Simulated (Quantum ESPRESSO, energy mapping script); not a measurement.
## Fe: J from the energies of magnetic orders (strain in the xy plane -2 %)

How strongly do the moments of Fe couple under PBE, QE, GBRV? The plan is to run several orders and fit a Heisenberg model.

Program: Quantum ESPRESSO 7.5. Level of theory: PBE; plane waves, collinear spin, no spin–orbit coupling. Results are calculated unless marked as measured.

The database entry behind the starting cell differs from later determinations by our own check (an axis about 0.7 % long against later determinations), so it need not match the best structure at ambient conditions.

### Step 1. The structure

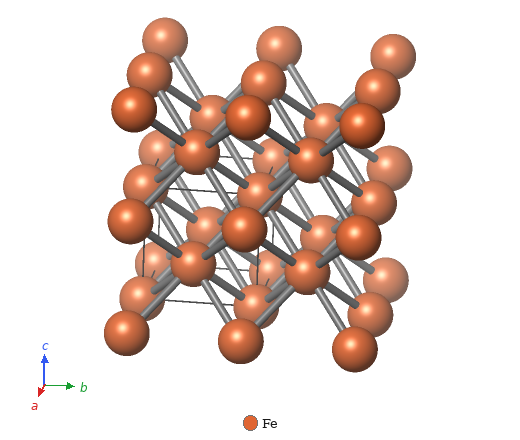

The starting structure, seen slightly off an axis (iron orange). 2×2×2 cells are drawn. This picture shows the conventional cell, with its axes. Some periodic images of atoms are drawn too.

Coordinates:

```cif
data_structure
_symmetry_space_group_name_H-M 'I4/mmm'
_symmetry_Int_Tables_number 139
_cell_length_a 2.8283
_cell_length_b 2.8283
_cell_length_c 2.8860
_cell_angle_alpha 90.000
_cell_angle_beta 90.000
_cell_angle_gamma 90.000
_cell_volume 23.09
loop_
_atom_site_label
_atom_site_type_symbol
_atom_site_symmetry_multiplicity
_atom_site_Wyckoff_symbol
_atom_site_fract_x
_atom_site_fract_y
_atom_site_fract_z
_atom_site_occupancy
Fe1 Fe 2 a 0.00000 0.00000 0.00000 1
```

This is not the usual structure of Fe, which is body-centred cubic.

This cell differs from the given one by: strain in the xy plane -2 %. Atoms follow the cell and are not relaxed.

No correction acts on the open shell here, which makes this the cheap baseline. These runs use Quantum ESPRESSO.

### Step 2. Order 1: parallel, cell A of 2 atoms

Each cell gets its own parallel run on the same mesh, so that most of the mesh error cancels in the differences.

The potential files are GBRV's for PBE; pw.x takes the functional from them.

pw.in reads:

```
&control
  calculation = 'scf'
  prefix = 'pw'
  outdir = './tmp/'
  pseudo_dir = './pseudo/'
  verbosity = 'low'
/
&system
  ibrav = 0
  nat = 2
  ntyp = 1
  ecutwfc = 45
  ecutrho = 360
  nbnd = 30
  occupations = 'smearing'
  smearing = 'fd'
  degauss = 0.00734986
  nspin = 2
  starting_magnetization(1) = 0.1750
/
&electrons
  conv_thr = 5.0e-09
  electron_maxstep = 120
  mixing_beta = 0.3
  mixing_mode = 'plain'
/
ATOMIC_SPECIES
  Fe 55.8450 Fe.upf
CELL_PARAMETERS angstrom
  -1.41414000 1.41414000 1.44300000
  1.41414000 -1.41414000 1.44300000
  2.82828000 2.82828000 0.00000000
ATOMIC_POSITIONS crystal
  Fe 0.00000000 0.00000000 0.00000000
  Fe 0.50000000 0.50000000 0.50000000
K_POINTS automatic
  14 14 8 0 0 0
```

Started as:

```sh
$ OMP_NUM_THREADS=1 mpirun -n 4 pw.x -nk 4 -in pw.in > pw.out
```

The program printed:

```text
Program PWSCF v.7.5 starts
[...]
unit-cell volume          =     155.7893 (a.u.)^3
     number of atoms/cell      =            2
[...]
number of electrons       =        32.00
     number of Kohn-Sham states=           30
     kinetic-energy cutoff     =      45.0000  Ry
     charge density cutoff     =     360.0000  Ry
     scf convergence threshold =      5.0E-09
[...]
Exchange-correlation=  SLA  PW   PBX  PBC
[...]
atomic species   magnetization
[...]
8 Sym. Ops., with inversion, found
[...]
number of k points=   285  Fermi-Dirac smearing, width (Ry)=  0.0073
[...]
iteration #  1     ecut=    45.00 Ry     beta= 0.30
[...]
total energy              =    -499.75192775 Ry
     estimated scf accuracy    <       4.67318968 Ry
     total magnetization       =     3.90 Bohr mag/cell
     absolute magnetization    =     3.91 Bohr mag/cell
     iteration #  2     ecut=    45.00 Ry     beta= 0.30
[...]
total energy              =    -500.67424209 Ry
     estimated scf accuracy    <       0.07805126 Ry
     total magnetization       =     4.82 Bohr mag/cell
     absolute magnetization    =     4.89 Bohr mag/cell
     iteration #  3     ecut=    45.00 Ry     beta= 0.30
[...]
total energy              =    -500.69355101 Ry
     estimated scf accuracy    <       0.00653410 Ry
     total magnetization       =     4.63 Bohr mag/cell
     absolute magnetization    =     4.74 Bohr mag/cell
     iteration #  4     ecut=    45.00 Ry     beta= 0.30
[...]
total energy              =    -500.69424856 Ry
     estimated scf accuracy    <       0.00461783 Ry
     total magnetization       =     4.59 Bohr mag/cell
     absolute magnetization    =     4.79 Bohr mag/cell
     iteration #  5     ecut=    45.00 Ry     beta= 0.30
[...]
total energy              =    -500.69587308 Ry
     estimated scf accuracy    <       0.00140591 Ry
     total magnetization       =     4.52 Bohr mag/cell
     absolute magnetization    =     4.74 Bohr mag/cell
     iteration #  6     ecut=    45.00 Ry     beta= 0.30
[...]
total energy              =    -500.69554093 Ry
     estimated scf accuracy    <       0.00118228 Ry
     total magnetization       =     4.51 Bohr mag/cell
     absolute magnetization    =     4.74 Bohr mag/cell
     iteration #  7     ecut=    45.00 Ry     beta= 0.30
[...]
total energy              =    -500.69582243 Ry
     estimated scf accuracy    <       0.00006397 Ry
     total magnetization       =     4.52 Bohr mag/cell
     absolute magnetization    =     4.77 Bohr mag/cell
     iteration #  8     ecut=    45.00 Ry     beta= 0.30
[...]
total energy              =    -500.69583639 Ry
     estimated scf accuracy    <       0.00000259 Ry
     total magnetization       =     4.51 Bohr mag/cell
     absolute magnetization    =     4.76 Bohr mag/cell
     iteration #  9     ecut=    45.00 Ry     beta= 0.30
[...]
total energy              =    -500.69583775 Ry
     estimated scf accuracy    <       0.00000086 Ry
     total magnetization       =     4.51 Bohr mag/cell
     absolute magnetization    =     4.76 Bohr mag/cell
     iteration # 10     ecut=    45.00 Ry     beta= 0.30
[...]
total energy              =    -500.69583783 Ry
     estimated scf accuracy    <       0.00000016 Ry
     total magnetization       =     4.51 Bohr mag/cell
     absolute magnetization    =     4.76 Bohr mag/cell
     iteration # 11     ecut=    45.00 Ry     beta= 0.30
[...]
Magnetic moment per site  (integrated on atomic sphere of radius R)
     atom   1 (R=0.413)  charge= 14.4034  magn=  2.3086
     atom   2 (R=0.413)  charge= 14.4025  magn=  2.3086
     End of self-consistent calculation
     Number of k-points >= 100: set verbosity='high' to print the bands.
     the Fermi energy is    17.8452 ev
!    total energy              =    -500.69583792 Ry
     estimated scf accuracy    <          1.9E-09 Ry
     smearing contrib. (-TS)   =      -0.00470434 Ry
     internal energy E=F+TS    =    -500.69113359 Ry
     The total energy is F=E-TS. E is the sum of the following terms:
     one-electron contribution =    -229.68814916 Ry
     hartree contribution      =     133.71884803 Ry
     xc contribution           =     -58.43891175 Ry
     ewald contribution        =    -346.28292071 Ry
     total magnetization       =     4.51 Bohr mag/cell
     absolute magnetization    =     4.76 Bohr mag/cell
     convergence has been achieved in  11 iterations
=------------------------------------------------------------------------------=
   JOB DONE.
=------------------------------------------------------------------------------=
```

It took 31 s on 4 MPI ranks of Arm Neoverse V2, shared host; peak memory 0.47 GiB.

Spin moment in the sphere by atom:

```tsv
atom	spin moment in the sphere (μB)
Fe1	2.31
Fe2	2.31
```

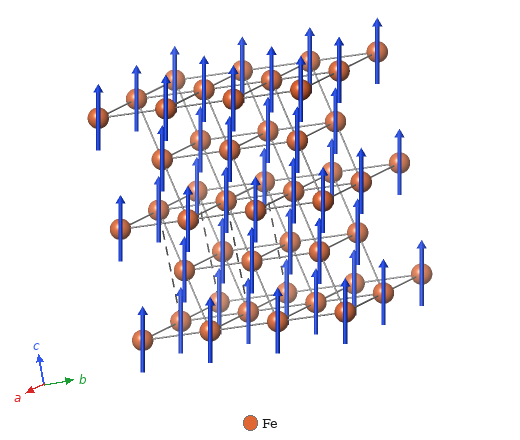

Spin moment in the sphere as arrows, the longest 2.31 μB. Up and down stand for the sign. Arrows give size and sign along the axis of quantisation, drawn up and down the page. 2×3×2 cells are drawn. Some periodic images of atoms are drawn too.

The run ends ferromagnetic.

### Step 3. Compensated +− start in cell A (2 atoms)

This order reverses 4 of the 8 neighbours at 2.47 Å, 4 of the 4 neighbours at 2.83 Å and 0 of the 2 neighbours at 2.89 Å, counted for an average magnetic atom.

pw.in: that of step 2 with these lines changed.

```diff
@@ -10,6 +10,6 @@
   nat = 2
-  ntyp = 1
+  ntyp = 2
   ecutwfc = 45
   ecutrho = 360
-  nbnd = 30
+  nbnd = 27
   occupations = 'smearing'
@@ -19,2 +19,3 @@
   starting_magnetization(1) = 0.1750
+  starting_magnetization(2) = -0.1750
 /
@@ -27,3 +28,4 @@
 ATOMIC_SPECIES
-  Fe 55.8450 Fe.upf
+  Fe1 55.8450 Fe.upf
+  Fe2 55.8450 Fe.upf
 CELL_PARAMETERS angstrom
@@ -33,4 +35,4 @@
 ATOMIC_POSITIONS crystal
-  Fe 0.00000000 0.00000000 0.00000000
-  Fe 0.50000000 0.50000000 0.50000000
+  Fe1 0.00000000 0.00000000 0.00000000
+  Fe2 0.50000000 0.50000000 0.50000000
 K_POINTS automatic
```

The program printed:

```text
[banner, memory and clock lines left out]
Program PWSCF v.7.5 starts
[...]
unit-cell volume          =     155.7893 (a.u.)^3
     number of atoms/cell      =            2
[...]
number of electrons       =        32.00
     number of Kohn-Sham states=           27
     kinetic-energy cutoff     =      45.0000  Ry
     charge density cutoff     =     360.0000  Ry
     scf convergence threshold =      5.0E-09
[...]
Exchange-correlation=  SLA  PW   PBX  PBC
[...]
atomic species   magnetization
[...]
8 Sym. Ops., with inversion, found
[...]
number of k points=   285  Fermi-Dirac smearing, width (Ry)=  0.0073
[...]
iteration #  1     ecut=    45.00 Ry     beta= 0.30
[...]
total energy              =    -499.71763245 Ry
     estimated scf accuracy    <       4.76875791 Ry
     total magnetization       =    -0.00 Bohr mag/cell
     absolute magnetization    =     3.80 Bohr mag/cell
     iteration #  2     ecut=    45.00 Ry     beta= 0.30
[...]
total energy              =    -500.64926354 Ry
     estimated scf accuracy    <       0.06390809 Ry
     total magnetization       =     0.00 Bohr mag/cell
     absolute magnetization    =     4.64 Bohr mag/cell
     iteration #  3     ecut=    45.00 Ry     beta= 0.30
[...]
total energy              =    -500.66290923 Ry
     estimated scf accuracy    <       0.00710688 Ry
     total magnetization       =    -0.00 Bohr mag/cell
     absolute magnetization    =     4.55 Bohr mag/cell
[...]
total energy              =    -500.66476185 Ry
[...]
iteration # 13     ecut=    45.00 Ry     beta= 0.30
[...]
total energy              =    -500.66476190 Ry
     estimated scf accuracy    <       0.00000002 Ry
     total magnetization       =    -0.00 Bohr mag/cell
     absolute magnetization    =     4.29 Bohr mag/cell
     iteration # 14     ecut=    45.00 Ry     beta= 0.30
[...]
Magnetic moment per site  (integrated on atomic sphere of radius R)
     atom   1 (R=0.413)  charge= 14.3967  magn=  2.0734
     atom   2 (R=0.413)  charge= 14.3958  magn= -2.0734
     End of self-consistent calculation
     Number of k-points >= 100: set verbosity='high' to print the bands.
     the Fermi energy is    18.1750 ev
!    total energy              =    -500.66476194 Ry
     estimated scf accuracy    <          5.2E-10 Ry
     smearing contrib. (-TS)   =      -0.00733836 Ry
     internal energy E=F+TS    =    -500.65742358 Ry
     The total energy is F=E-TS. E is the sum of the following terms:
     one-electron contribution =    -229.47924140 Ry
     hartree contribution      =     133.45700556 Ry
     xc contribution           =     -58.35226703 Ry
     ewald contribution        =    -346.28292071 Ry
     total magnetization       =    -0.00 Bohr mag/cell
     absolute magnetization    =     4.29 Bohr mag/cell
     convergence has been achieved in  14 iterations
```

Elapsed: 35 s, on 4 MPI ranks; peak memory 0.46 GiB.

Spin moment in the sphere by atom:

```tsv
atom	spin moment in the sphere (μB)
Fe1	2.07
Fe2	-2.07
```

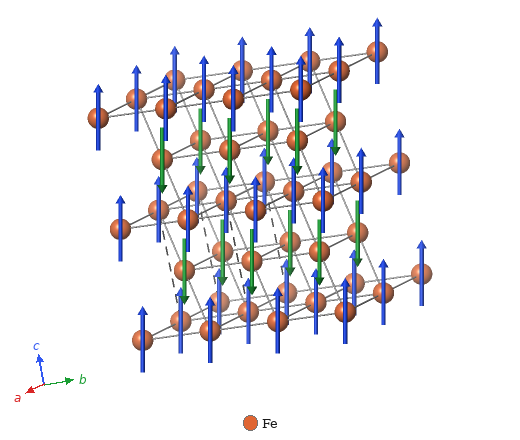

Spin moment in the sphere as arrows, the longest 2.07 μB. Up and down stand for the sign. Arrows give size and sign along the axis of quantisation, drawn up and down the page. The two directions have two colours. 2×3×2 cells are drawn. Some periodic images of atoms are drawn too.

The run ends antiferromagnetic, 220.37 meV a magnetic atom above the parallel order of its cell (energies taken at zero occupation width, not the printed F).

### Step 4. Run 3 (parallel; cell B, 2 atoms)

The parallel order again, as the reference for this cell.

This run holds the same structure in another cell (a 2.466 → 2.828 Å, b 2.466 → 2.828 Å, c 4.000 → 2.886 Å, γ 108.4 → 90.0°).

pw.in reads:

```
&control
  calculation = 'scf'
  prefix = 'pw'
  outdir = './tmp/'
  pseudo_dir = './pseudo/'
  verbosity = 'low'
/
&system
  ibrav = 0
  nat = 2
  ntyp = 1
  ecutwfc = 45
  ecutrho = 360
  nbnd = 30
  occupations = 'smearing'
  smearing = 'fd'
  degauss = 0.00734986
  nspin = 2
  starting_magnetization(1) = 0.1750
/
&electrons
  conv_thr = 5.0e-09
  electron_maxstep = 120
  mixing_beta = 0.3
  mixing_mode = 'plain'
/
ATOMIC_SPECIES
  Fe 55.8450 Fe.upf
CELL_PARAMETERS angstrom
  0.00000000 -2.82828000 0.00000000
  -2.82828000 0.00000000 0.00000000
  0.00000000 0.00000000 -2.88600000
ATOMIC_POSITIONS crystal
  Fe 0.50000000 0.50000000 0.50000000
  Fe 0.00000000 0.00000000 0.00000000
K_POINTS automatic
  11 11 11 0 0 0
```

The program printed:

```text
[banner, memory and clock lines left out]
Program PWSCF v.7.5 starts
[...]
unit-cell volume          =     155.7893 (a.u.)^3
     number of atoms/cell      =            2
[...]
number of electrons       =        32.00
     number of Kohn-Sham states=           30
     kinetic-energy cutoff     =      45.0000  Ry
     charge density cutoff     =     360.0000  Ry
[...]
internal energy E=F+TS    =    -500.69083419 Ry
     The total energy is F=E-TS. E is the sum of the following terms:
     one-electron contribution =    -229.68384770 Ry
     hartree contribution      =     133.71492640 Ry
     xc contribution           =     -58.43899219 Ry
     ewald contribution        =    -346.28292071 Ry
     total magnetization       =     4.52 Bohr mag/cell
     absolute magnetization    =     4.77 Bohr mag/cell
     convergence has been achieved in  11 iterations
[key lines of the parts left out:]
!    total energy              =    -500.69569677 Ry
the Fermi energy is    17.8431 ev
```

Elapsed: 18 s, on 4 MPI ranks; peak memory 0.36 GiB; 73 s of CPU time.

The run ends ferromagnetic. For each magnetic atom its energy differs from the parallel run of the first cell by 1.50 meV, an error that one common reference would have brought in.

### Step 5. Compensated +− start in cell B (2 atoms)

This order reverses 8 of the 8 neighbours at 2.47 Å, 0 of the 4 neighbours at 2.83 Å and 0 of the 2 neighbours at 2.89 Å, counted for an average magnetic atom.

pw.in: that of step 4 with these lines changed.

```diff
@@ -10,6 +10,6 @@
   nat = 2
-  ntyp = 1
+  ntyp = 2
   ecutwfc = 45
   ecutrho = 360
-  nbnd = 30
+  nbnd = 27
   occupations = 'smearing'
@@ -19,2 +19,3 @@
   starting_magnetization(1) = 0.1750
+  starting_magnetization(2) = -0.1750
 /
@@ -27,3 +28,4 @@
 ATOMIC_SPECIES
-  Fe 55.8450 Fe.upf
+  Fe1 55.8450 Fe.upf
+  Fe2 55.8450 Fe.upf
 CELL_PARAMETERS angstrom
@@ -33,4 +35,4 @@
 ATOMIC_POSITIONS crystal
-  Fe 0.50000000 0.50000000 0.50000000
-  Fe 0.00000000 0.00000000 0.00000000
+  Fe1 0.50000000 0.50000000 0.50000000
+  Fe2 0.00000000 0.00000000 0.00000000
 K_POINTS automatic
```

The program printed:

```text
[banner, memory and clock lines left out]
Program PWSCF v.7.5 starts
[...]
unit-cell volume          =     155.7893 (a.u.)^3
     number of atoms/cell      =            2
[...]
number of electrons       =        32.00
     number of Kohn-Sham states=           27
     kinetic-energy cutoff     =      45.0000  Ry
     charge density cutoff     =     360.0000  Ry
[...]
internal energy E=F+TS    =    -500.61708064 Ry
     The total energy is F=E-TS. E is the sum of the following terms:
     one-electron contribution =    -229.55416512 Ry
     hartree contribution      =     133.51312577 Ry
     xc contribution           =     -58.29312059 Ry
     ewald contribution        =    -346.28292071 Ry
     total magnetization       =    -0.00 Bohr mag/cell
     absolute magnetization    =     3.57 Bohr mag/cell
     convergence has been achieved in  23 iterations
[key lines of the parts left out:]
!    total energy              =    -500.63020487 Ry
the Fermi energy is    18.1644 ev
```

Run time: 31 s. Hardware: 4 MPI ranks; peak memory 0.36 GiB; 2.1 min of CPU time.

The run ends antiferromagnetic, 473.63 meV a magnetic atom above the parallel order of its cell (energies taken at zero occupation width, not the printed F).

### Step 6. Parallel start in cell C (3 atoms)

The parallel order again, as the reference for this cell.

pw.in reads:

```
&control
  calculation = 'scf'
  prefix = 'pw'
  outdir = './tmp/'
  pseudo_dir = './pseudo/'
  verbosity = 'low'
/
&system
  ibrav = 0
  nat = 3
  ntyp = 1
  ecutwfc = 45
  ecutrho = 360
  nbnd = 43
  occupations = 'smearing'
  smearing = 'fd'
  degauss = 0.00734986
  nspin = 2
  starting_magnetization(1) = 0.1750
/
&electrons
  conv_thr = 7.5e-09
  electron_maxstep = 120
  mixing_beta = 0.3
  mixing_mode = 'plain'
/
ATOMIC_SPECIES
  Fe 55.8450 Fe.upf
CELL_PARAMETERS angstrom
  -1.41414000 1.41414000 1.44300000
  0.00000000 -2.82828000 2.88600000
  2.82828000 2.82828000 0.00000000
ATOMIC_POSITIONS crystal
  Fe 0.00000000 0.00000000 0.00000000
  Fe 0.66666667 0.66666667 0.33333333
  Fe 0.33333333 0.33333333 0.66666667
K_POINTS automatic
  13 9 9 0 0 0
```

The program printed:

```text
[banner, memory and clock lines left out]
Program PWSCF v.7.5 starts
[...]
unit-cell volume          =     233.6840 (a.u.)^3
     number of atoms/cell      =            3
[...]
number of electrons       =        48.00
     number of Kohn-Sham states=           43
     kinetic-energy cutoff     =      45.0000  Ry
     charge density cutoff     =     360.0000  Ry
[...]
internal energy E=F+TS    =    -751.03628952 Ry
     The total energy is F=E-TS. E is the sum of the following terms:
     one-electron contribution =    -344.52399700 Ry
     hartree contribution      =     200.56943921 Ry
     xc contribution           =     -87.65735068 Ry
     ewald contribution        =    -519.42438106 Ry
     total magnetization       =     6.76 Bohr mag/cell
     absolute magnetization    =     7.15 Bohr mag/cell
     convergence has been achieved in  13 iterations
[key lines of the parts left out:]
!    total energy              =    -751.04352741 Ry
the Fermi energy is    17.8476 ev
```

Run time: 1.9 min. Hardware: 4 MPI ranks; peak memory 0.77 GiB.

The run ends ferromagnetic. For each magnetic atom its energy differs from the parallel run of the first cell by 1.45 meV, an error that one common reference would have brought in.

### Step 7. Uncompensated ++− start in cell C (3 atoms)

This order reverses 4 of the 8 neighbours at 2.47 Å, 2.67 of the 4 neighbours at 2.83 Å and 1.33 of the 2 neighbours at 2.89 Å, counted for an average magnetic atom.

pw.in reads:

```
&control
  calculation = 'scf'
  prefix = 'pw'
  outdir = './tmp/'
  pseudo_dir = './pseudo/'
  verbosity = 'low'
/
&system
  ibrav = 0
  nat = 3
  ntyp = 2
  ecutwfc = 45
  ecutrho = 360
  nbnd = 40
  occupations = 'smearing'
  smearing = 'fd'
  degauss = 0.00734986
  nspin = 2
  starting_magnetization(1) = 0.1750
  starting_magnetization(2) = -0.1750
/
&electrons
  conv_thr = 7.5e-09
  electron_maxstep = 120
  mixing_beta = 0.3
  mixing_mode = 'plain'
/
ATOMIC_SPECIES
  Fe1 55.8450 Fe.upf
  Fe2 55.8450 Fe.upf
CELL_PARAMETERS angstrom
  -1.41414000 1.41414000 1.44300000
  0.00000000 -2.82828000 2.88600000
  2.82828000 2.82828000 0.00000000
ATOMIC_POSITIONS crystal
  Fe1 0.00000000 0.00000000 0.00000000
  Fe1 0.66666667 0.66666667 0.33333333
  Fe2 0.33333333 0.33333333 0.66666667
K_POINTS automatic
  13 9 9 0 0 0
```

The program printed:

```text
[banner, memory and clock lines left out]
Program PWSCF v.7.5 starts
[...]
unit-cell volume          =     233.6840 (a.u.)^3
     number of atoms/cell      =            3
[...]
number of electrons       =        48.00
     number of Kohn-Sham states=           40
     kinetic-energy cutoff     =      45.0000  Ry
     charge density cutoff     =     360.0000  Ry
[...]
internal energy E=F+TS    =    -750.99102509 Ry
     The total energy is F=E-TS. E is the sum of the following terms:
     one-electron contribution =    -344.26734895 Ry
     hartree contribution      =     200.23722399 Ry
     xc contribution           =     -87.53651908 Ry
     ewald contribution        =    -519.42438106 Ry
     total magnetization       =     1.59 Bohr mag/cell
     absolute magnetization    =     6.43 Bohr mag/cell
     convergence has been achieved in  15 iterations
[key lines of the parts left out:]
!    total energy              =    -751.00073323 Ry
the Fermi energy is    18.0997 ev
```

Wall time 2.5 min (4 MPI ranks); peak memory 0.75 GiB.

The run ends ferrimagnetic, 199.68 meV a magnetic atom above the parallel order of its cell (energies taken at zero occupation width, not the printed F).

(Continued in part 2 of 2.)

[Logs and program files are shortened in this print: banners, set-up blocks, solver, clock and traceback lines can be left out without a mark of their own.]

[Logs are printed without paths, hosts, clocks, repeated set-up lines and the standing remarks that a program may print on its own settings, such as how far it seeks lower states.]

[Hosts, paths, dates, database ids (printed as entryN), source tags and the programs' standing remarks are cut or masked in the printed files.]

[Where a cell is said to come from a database of computed structures, the database is the Materials Project.]
